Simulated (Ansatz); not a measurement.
```xyz
8

Ti   -0.8934   -0.1874   -0.3909
Cl    2.5923   -1.0611    0.4938
F    -0.2228   -0.7036   -1.9096
F    -1.1753   -1.5438    0.6618
F    -2.4240    0.5847   -0.6816
H     1.9107    0.0387    0.6144
O     0.1839    1.0092    0.3922
H     0.0287    1.8632    0.8199
```

Method: RKS B3LYP/def2-SVP (Ansatz).

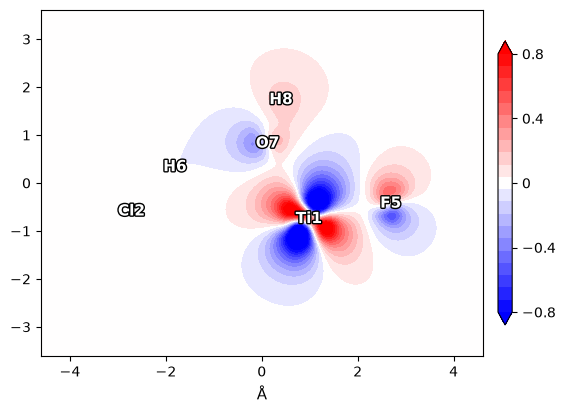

F3HOTi···HCl. One frontier orbital on the plane of atoms F5, Ti1 and O7 (values in Å⁻³ᐟ²; the overall sign is arbitrary).

Q: Which orbital is it: HOMO or LUMO?

A: The LUMO, at −3.11 eV. It lies mainly on Ti1 (about 75 %) and F5 (about 5 %).
